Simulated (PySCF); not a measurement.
System: C₄H₁₃NSi₂.

| atom | x (Å) | y (Å) | z (Å) |
| --- | --- | --- | --- |
| Si | 3.3284 | 0.3690 | 0.1099 |
| N | 2.3318 | -1.0233 | -0.1634 |
| Si | 0.6960 | -1.1468 | -0.7241 |
| C | -0.2352 | 0.4042 | -0.1544 |
| C | -1.6865 | 0.3754 | -0.5610 |
| C | -2.7165 | 1.1181 | 0.2364 |
| C | -2.6766 | -0.3815 | 0.2685 |
| H | 3.4111 | 1.2027 | -1.0942 |
| H | 2.7566 | 1.1528 | 1.2073 |
| H | 4.6480 | -0.1551 | 0.4641 |
| H | 2.8281 | -1.8984 | -0.1786 |
| H | 0.6455 | -1.2445 | -2.1924 |
| H | 0.1368 | -2.3669 | -0.1305 |
| H | -0.1697 | 0.4985 | 0.9304 |
| H | 0.2391 | 1.2948 | -0.5732 |
| H | -1.8348 | 0.3458 | -1.6343 |
| H | -2.3905 | 1.6517 | 1.1170 |
| H | -3.5317 | 1.6000 | -0.2830 |
| H | -2.3198 | -0.8578 | 1.1692 |
| H | -3.4652 | -0.9280 | -0.2265 |

Geometry: GFN2-xTB.

All numbers below come from PySCF 2.14.0, PBE0/pcSseg-1, SCF density, gas phase, non-relativistic.

Q: What can the converged electron density and electron localisation function tell about the bonding?

A: C–C (1.51 Å): ρ at the midpoint is about 1.7 e/Å³; the ELF peaks at about 0.95 between the atoms; a shared electron pair.
Si–N (1.73 Å): the density is about 1.1 e/Å³ at the midpoint; the ELF peaks at about 0.90 between the atoms; a shared but strongly polarised pair.
C–Si (1.90 Å): ρ at the midpoint is about 0.94 e/Å³; the ELF peaks at about 0.95 between the atoms; a shared electron pair.

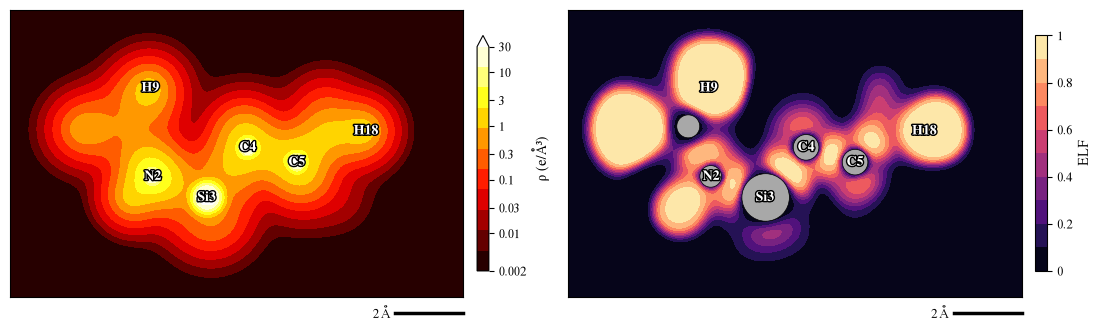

Computed electron density and electron localisation function on the plane of atoms Si3, C4 and C5, in this order. Grey discs cover the atomic cores in the ELF map. 
